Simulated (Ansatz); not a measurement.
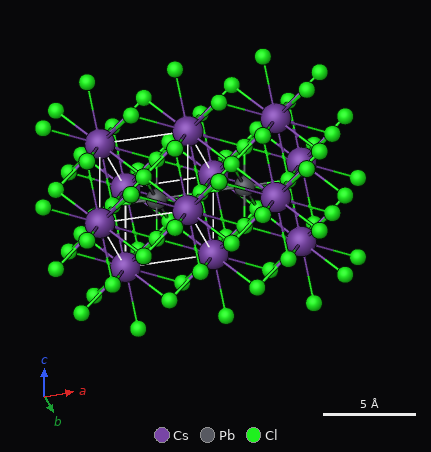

A crystal of CsPbCl3 (built on the cubic perovskite type), before the relaxation. A ball-and-stick model of the cell of the calculation, repeated 2 × 1 × 1 with one cell outlined, seen from a free direction.

Method: Ansatz, DFT, PBE, plane waves, PAW.

The input:
```yaml
crystal:
  lattice:
    - [4.99292174, 0.0, 0.0]
    - [0.0, 4.99292174, 0.0]
    - [0.0, 0.0, 4.99292174]
  atoms:
    - { symbol: Cs, position: [0.0, 0.0, 0.0] }
    - { symbol: Pb, position: [0.5, 0.5, 0.5] }
    - { symbol: Cl, position: [0.5, 0.5, 0.0] }
    - { symbol: Cl, position: [0.5, 0.0, 0.5] }
    - { symbol: Cl, position: [0.0, 0.5, 0.5] }
kpoints:
  mp_grid: { grid: [6, 6, 6] }
hamiltonian:
  xc: pbe
scf:
  occupations: { method: fermi_dirac, width: 0.02 }
relax:
  f_tol: 0.005
  cell: {}
```

Run as
```bash
ansatz run input.yaml --threads 4 --pin off --max-ram 7372MiB --backend cpu --events-out ev --progress --plain --runs-dir out
```

Predict the outcome.

Answer. The energy falls by 644 meV per atom in 6 accepted moves (8 points after the start). All forces vanish by symmetry, so only the cell relaxes. The pressure goes from 23.49 to 0.03 GPa. At 2 points the geometry stayed and the basis and grid were re-selected for the new cell (energy shift of 5.1 meV per atom at most each time). The atoms keep their places relative to the cell (all moves are under 0.005 Å). Cell: a = b = c 4.993 → 5.733 Å (+14.8 %). Volume +51.4 %. Near-neighbour distances that change, for instance: Cs1–Cl3 3.531 → 4.054 Å, Pb2–Cl3 2.496 → 2.867 Å. The space group stays Pm-3m (No. 221).

Final geometry:

```
CELL_PARAMETERS angstrom
5.73317 0.00000 0.00000
0.00000 5.73317 0.00000
0.00000 0.00000 5.73317
ATOMIC_POSITIONS crystal
Cs 0.00000 0.00000 0.00000
Pb 0.50000 0.50000 0.50000
Cl 0.50000 0.50000 0.00000
Cl 0.50000 0.00000 0.50000
Cl 0.00000 0.50000 0.50000
```

The end point in the same view:

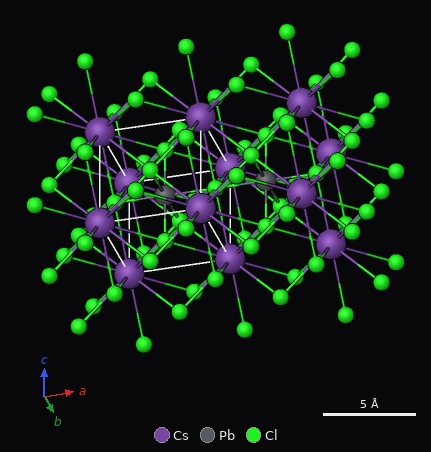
